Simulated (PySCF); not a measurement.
Geometry relaxation, with input and output: BSi$_{3}$H$_{9}$ (charge +1)

System: BSi$_{3}$H$_{9}$, charge +1, multiplicity 2.
Method: PBE0-D3(BJ)/def2-SVP geometry optimisation, gas phase (PySCF 2.14.0).

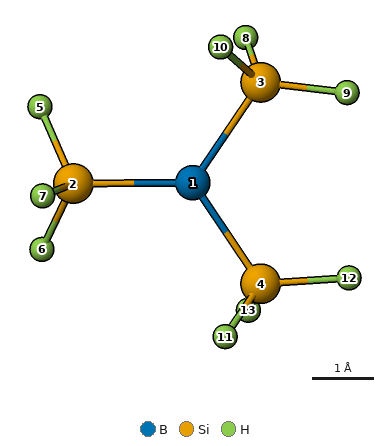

*The structure as given in the input (ball-and-stick view, seen on its broad side; atoms are numbered from 1 in the order of the input).*

Bond lengths as drawn: B–Si 1.98 to 2.02 Å and H–Si 1.45 to 1.52 Å.

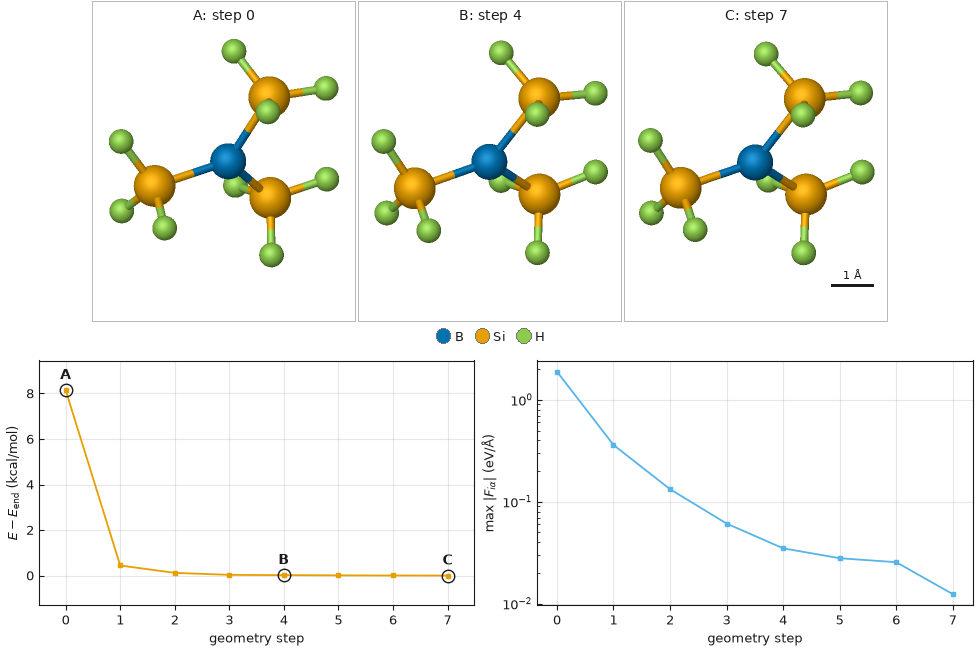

*Frames of the relaxation (ball-and-stick view, seen at a tilt) above the curves, on which the letters mark them (steps are counted from 0).*

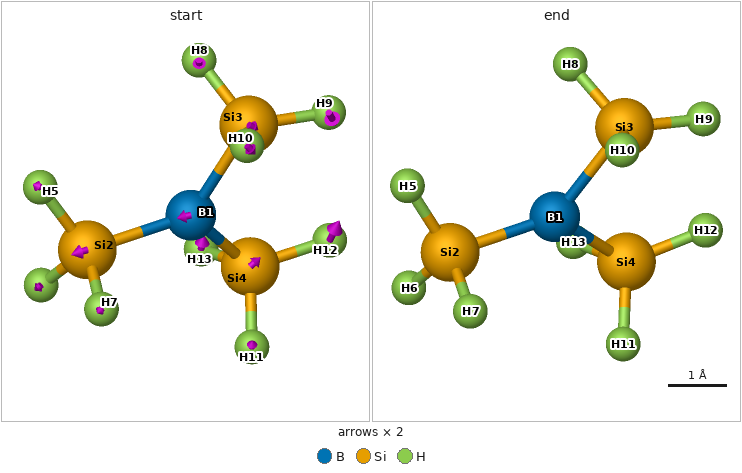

*Before (left) and after (right) the relaxation, at one scale (ball-and-stick view, seen at a tilt). The pink arrows give the displacements, magnified 2 times.*

H12 moves most after the best rigid fit: 0.25 Å. Largest moves by element: H 0.25 Å, Si 0.16 Å, B 0.13 Å. Distances before and after: B1–Si4 2.011 → 2.091 Å, B1–Si3 2.017 → 2.088 Å, Si3–H8 1.453 → 1.495 Å, B1–Si2 1.977 → 2.008 Å. Among the angles that change: Si3–B1–Si4 112.3° → 100.2°, B1–Si4–H13 102.6° → 94.9°, H12–Si4–H13 107.3° → 114.3°. Over 7 geometry steps the energy falls by 8.14 kcal/mol. Largest force component: 1.9 eV/Å at the start, 0.012 eV/Å at the end. (Atoms are counted from 1 in the order of the input.)

These pictures come from the run below.

**Input**
```
{"job": {"xc": "PBE0", "basis": "def2-SVP", "d3": "d3bj", "grid": 2, "kind": "geom", "shake": 0.01}, "charge": 1, "multiplicity": 2}
B      0.035957     0.023969    -0.032806
Si     1.259507     1.338439    -0.860110
Si    -0.505888    -1.728973    -0.870374
Si    -0.829996     0.312754     1.759590
H      1.270224     1.276268    -2.336876
H      0.969851     2.738721    -0.484527
H      2.613640     0.985784    -0.363562
H     -1.225828    -1.292096    -2.054454
H     -1.282242    -2.667844    -0.063375
H      0.825569    -2.313326    -1.163369
H      0.283935     0.593380     2.636940
H     -1.652792    -0.771527     2.343918
H     -1.751729     1.487079     1.496411
```

The first line tells a small driver script what to run in PySCF; the rest is the geometry in Å.

Command:
```bash
OMP_NUM_THREADS=1 python <driver script> task.json out
```

**Log**
```
step   0  E = -897.63336237  max force = 0.036792
step   1  E = -897.64563714  max force = 0.007018
step   2  E = -897.64615205  max force = 0.002583
step   3  E = -897.64629283  max force = 0.001188
step   4  E = -897.64631107  max force = 0.000679
step   5  E = -897.64632708  max force = 0.000543
step   6  E = -897.64633589  max force = 0.000495
step   7  E = -897.64634143  max force = 0.000240
optimisation converged
```

**Trajectory as extended XYZ (Å, eV, eV/Å), 8 frames, from step=0 to step=7**
```
13
Properties=species:S:1:pos:R:3:forces:R:3 step=0 energy=-24425.84793
B     0.0360    0.0240   -0.0328    0.6395   0.8847  -0.5972
Si    1.2595    1.3384   -0.8601    0.5041   0.4401  -0.2838
Si   -0.5059   -1.7290   -0.8704   -0.1597  -1.2144   0.3944
Si   -0.8300    0.3127    1.7596   -1.8919  -0.2891   0.6988
H     1.2702    1.2763   -2.3369   -0.1418  -0.2249  -0.3186
H     0.9698    2.7387   -0.4845   -0.2415   0.2012   0.2581
H     2.6136    0.9858   -0.3636    0.1594  -0.2094   0.1895
H    -1.2258   -1.2921   -2.0545   -0.3753   0.5237  -0.5977
H    -1.2822   -2.6678   -0.0634   -0.2984  -0.1812   0.3144
H     0.8256   -2.3133   -1.1634    0.4052   0.1636   0.0192
H     0.2839    0.5934    2.6369    1.0021   0.2500   0.3273
H    -1.6528   -0.7715    2.3439    0.0163  -0.1942  -0.1148
H    -1.7517    1.4871    1.4964    0.3821  -0.1500  -0.2895
13
Properties=species:S:1:pos:R:3:forces:R:3 step=1 energy=-24426.18194
B     0.0904    0.0773   -0.0826    0.0239   0.1460  -0.0863
Si    1.3288    1.4212   -0.8951    0.1779   0.1348  -0.1400
Si   -0.5566   -1.7569   -0.8002    0.0646  -0.1745   0.1496
Si   -0.8717    0.2470    1.7513   -0.3609  -0.1898   0.0746
H     1.2915    1.2977   -2.3804   -0.0203  -0.0418  -0.0037
H     0.9612    2.7958   -0.4538   -0.0479  -0.0157   0.0546
H     2.6655    1.0225   -0.3546   -0.0127  -0.0327   0.0222
H    -1.2919   -1.2337   -1.9816   -0.0369   0.0658  -0.1121
H    -1.3569   -2.6369    0.0759   -0.0743   0.0018   0.0732
H     0.8160   -2.2918   -1.0626    0.0073   0.0368  -0.0438
H     0.3310    0.5316    2.5738    0.1492   0.0959   0.0574
H    -1.6649   -0.9027    2.2451    0.0216  -0.0438  -0.0275
H    -1.7322    1.4117    1.3720    0.1083   0.0170  -0.0182
13
Properties=species:S:1:pos:R:3:forces:R:3 step=2 energy=-24426.19595
B     0.0977    0.0850   -0.0991    0.0271   0.1245  -0.0550
Si    1.3422    1.4404   -0.9018    0.0686   0.0331  -0.0718
Si   -0.5646   -1.7608   -0.7826    0.0086  -0.0806   0.0721
Si   -0.8759    0.2291    1.7393   -0.1094  -0.1328   0.0811
H     1.3065    1.3182   -2.3876   -0.0067  -0.0148   0.0153
H     0.9547    2.8038   -0.4404   -0.0167  -0.0209   0.0220
H     2.6720    1.0333   -0.3497   -0.0146  -0.0097   0.0063
H    -1.3026   -1.2413   -1.9728    0.0099   0.0009  -0.0107
H    -1.3747   -2.6084    0.1236   -0.0109   0.0247  -0.0092
H     0.8031   -2.3049   -1.0514   -0.0165   0.0067  -0.0288
H     0.3343    0.5263    2.5626   -0.0014   0.0353  -0.0096
H    -1.6599   -0.9365    2.2125    0.0230   0.0038  -0.0078
H    -1.7228    1.3984    1.3546    0.0389   0.0299  -0.0039
13
Properties=species:S:1:pos:R:3:forces:R:3 step=3 energy=-24426.19978
B     0.1026    0.0959   -0.1090   -0.0016   0.0611   0.0018
Si    1.3520    1.4525   -0.9099   -0.0088  -0.0288  -0.0112
Si   -0.5663   -1.7607   -0.7709    0.0155  -0.0059   0.0060
Si   -0.8810    0.2152    1.7357    0.0150  -0.0293   0.0109
H     1.3154    1.3281   -2.3943    0.0026   0.0030   0.0028
H     0.9526    2.8072   -0.4351    0.0035   0.0005   0.0007
H     2.6752    1.0378   -0.3496    0.0002   0.0010   0.0004
H    -1.3020   -1.2475   -1.9668    0.0072  -0.0070   0.0106
H    -1.3855   -2.5855    0.1471   -0.0019   0.0030  -0.0125
H     0.7935   -2.3175   -1.0484   -0.0104  -0.0100  -0.0079
H     0.3277    0.5261    2.5586   -0.0241   0.0018  -0.0105
H    -1.6548   -0.9598    2.1975    0.0024   0.0030   0.0055
H    -1.7192    1.3910    1.3522    0.0005   0.0076   0.0034
13
Properties=species:S:1:pos:R:3:forces:R:3 step=4 energy=-24426.20028
B     0.1014    0.1013   -0.1070   -0.0098   0.0349   0.0173
Si    1.3527    1.4522   -0.9134   -0.0121  -0.0216  -0.0023
Si   -0.5631   -1.7584   -0.7703    0.0146  -0.0053  -0.0015
Si   -0.8837    0.2131    1.7394    0.0173  -0.0106  -0.0112
H     1.3145    1.3243   -2.3972    0.0023   0.0034  -0.0004
H     0.9570    2.8084   -0.4397    0.0050   0.0029  -0.0027
H     2.6748    1.0348   -0.3526    0.0016   0.0001   0.0000
H    -1.2963   -1.2450   -1.9671    0.0011   0.0017   0.0052
H    -1.3867   -2.5828    0.1437   -0.0016   0.0011  -0.0042
H     0.7941   -2.3191   -1.0500   -0.0054  -0.0062  -0.0005
H     0.3223    0.5290    2.5626   -0.0084  -0.0016  -0.0027
H    -1.6538   -0.9644    2.2006    0.0002   0.0005   0.0018
H    -1.7229    1.3892    1.3584   -0.0050   0.0008   0.0014
13
Properties=species:S:1:pos:R:3:forces:R:3 step=5 energy=-24426.20072
B     0.0982    0.1099   -0.1013   -0.0096   0.0093   0.0255
Si    1.3523    1.4500   -0.9186   -0.0055  -0.0037   0.0004
Si   -0.5574   -1.7533   -0.7696    0.0054  -0.0104  -0.0057
Si   -0.8879    0.2103    1.7450    0.0077   0.0040  -0.0279
H     1.3110    1.3154   -2.4016    0.0006   0.0013  -0.0018
H     0.9673    2.8112   -0.4505    0.0033   0.0024  -0.0035
H     2.6733    1.0274   -0.3587    0.0013  -0.0023   0.0000
H    -1.2865   -1.2357   -1.9667   -0.0035   0.0096  -0.0013
H    -1.3877   -2.5785    0.1372   -0.0007  -0.0005   0.0034
H     0.7973   -2.3186   -1.0499    0.0008   0.0003   0.0056
H     0.3141    0.5328    2.5697    0.0087  -0.0026   0.0055
H    -1.6510   -0.9725    2.2038   -0.0017  -0.0013  -0.0002
H    -1.7328    1.3843    1.3686   -0.0068  -0.0059   0.0001
13
Properties=species:S:1:pos:R:3:forces:R:3 step=6 energy=-24426.20096
B     0.0953    0.1167   -0.0955   -0.0027  -0.0009   0.0215
Si    1.3517    1.4476   -0.9227    0.0014   0.0068  -0.0009
Si   -0.5529   -1.7487   -0.7690   -0.0045  -0.0111  -0.0056
Si   -0.8913    0.2080    1.7487    0.0004   0.0064  -0.0255
H     1.3069    1.3068   -2.4050   -0.0006  -0.0007  -0.0015
H     0.9774    2.8138   -0.4606    0.0007   0.0005  -0.0019
H     2.6719    1.0197   -0.3643    0.0002  -0.0031  -0.0002
H    -1.2786   -1.2245   -1.9655   -0.0030   0.0090  -0.0027
H    -1.3880   -2.5752    0.1321    0.0004  -0.0012   0.0045
H     0.8012   -2.3153   -1.0475    0.0035   0.0036   0.0059
H     0.3080    0.5353    2.5754    0.0113  -0.0019   0.0062
H    -1.6481   -0.9798    2.2051   -0.0016  -0.0012   0.0002
H    -1.7433    1.3782    1.3760   -0.0055  -0.0062   0.0001
13
Properties=species:S:1:pos:R:3:forces:R:3 step=7 energy=-24426.20111
B     0.0933    0.1220   -0.0898    0.0053  -0.0024   0.0106
Si    1.3515    1.4454   -0.9259    0.0048   0.0079  -0.0027
Si   -0.5497   -1.7446   -0.7685   -0.0103  -0.0062  -0.0034
Si   -0.8942    0.2061    1.7511   -0.0040   0.0031  -0.0124
H     1.3025    1.2988   -2.4076   -0.0010  -0.0014  -0.0002
H     0.9868    2.8160   -0.4692   -0.0013  -0.0010   0.0003
H     2.6709    1.0119   -0.3697   -0.0005  -0.0020  -0.0005
H    -1.2722   -1.2127   -1.9639   -0.0003   0.0031  -0.0014
H    -1.3880   -2.5729    0.1280    0.0012  -0.0010   0.0022
H     0.8053   -2.3099   -1.0439    0.0032   0.0039   0.0029
H     0.3032    0.5373    2.5799    0.0056  -0.0005   0.0029
H    -1.6452   -0.9861    2.2056   -0.0004  -0.0006   0.0011
H    -1.7540    1.3716    1.3813   -0.0023  -0.0030   0.0006
```

**Key numbers**

| quantity | value |
| --- | --- |
| outcome | converged |
| total energy | −897.646341 hartree |
| ⟨S²⟩ | 0.755 |
| point group | C1 |
| hardware | 1 CPU thread, shared host |
| wall time | 2.1 min |
| peak memory | 0.6 GiB |
